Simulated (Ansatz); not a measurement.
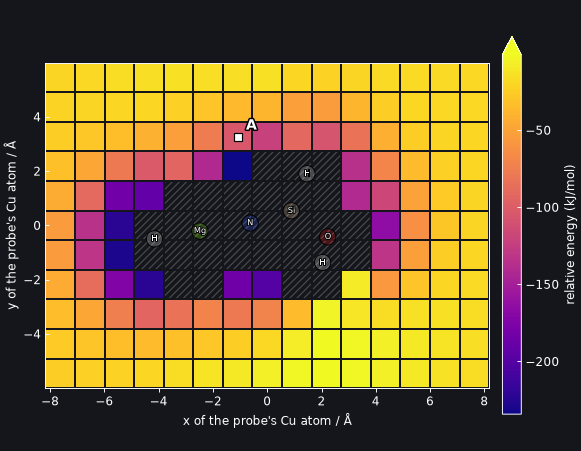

H₃MgNOSi (SMILES O[SiH]=[N][MgH]) with the probe Cu+. The probe is moved over the molecule's main plane. First axis: x of the probe's Cu atom. Second axis: y of the probe's Cu atom. Nothing is relaxed (molecule and probe rigid). The scan uses a 15 × 11 grid. At 29 points there is no value (left out of the scan, as a rule where atoms come close). Energies are in kJ/mol, from molecule and probe far apart, each relaxed in its own basis (no counterpoise correction). Energies and slopes of some neighbouring points disagree (a jump in structure or state, or too coarse a mesh). Theory: RKS PBE0-D4/def2-SVP in Ansatz.

Drawn: one coloured cell a grid point, labelled circles for the molecule's atoms, projected on the plane, one colour for all values above the top of the scale, hatched blanks where no value was computed, the point A.

**Which way does the force act at A, and how strong is it?**

A, at x of the probe's Cu atom = −1.09 Å, y of the probe's Cu atom = 3.27 Å, is not a stationary point. The computed force is 1 eV/Å in the plane, pointing down in the picture (components 0.2 and −1.0 eV/Å).
